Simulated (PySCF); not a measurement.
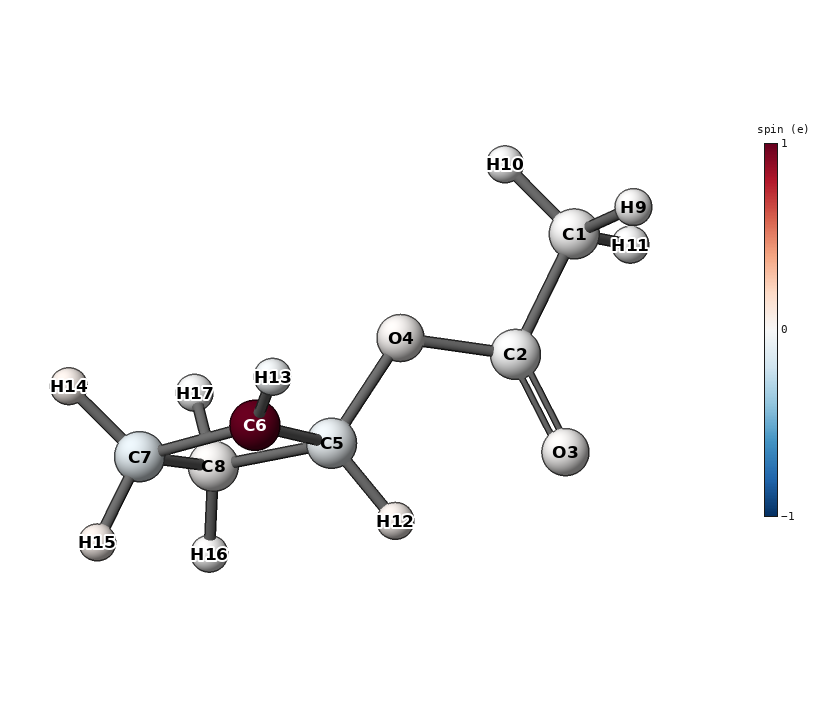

Atoms are coloured by their Mulliken spin populations. State: neutral, doublet. The geometry was computed by an optimisation with GFN2-xTB. No frequency run is at hand to confirm it as a minimum. Method: UKS B3LYP, pcH-1 on C H O, non-relativistic (PySCF 2.14.0).

Question: Which atom carries the largest spin population?

Answer: C6 (1.00 e).

Question: Which atom has the lowest spin population?

Answer: C7 (−0.09 e); a negative value comes from spin polarisation.

Give the Mulliken spin populations atom by atom.

```csv
atom,value (e)
C1,0.00
C2,0.00
O3,0.01
O4,0.02
C5,−0.06
C6,1.00
C7,−0.09
C8,0.01
H9,0.00
H10,0.00
H11,0.00
H12,0.04
H13,−0.04
H14,0.05
H15,0.05
H16,0.00
H17,0.00
```

Mulliken values depend strongly on the basis set.
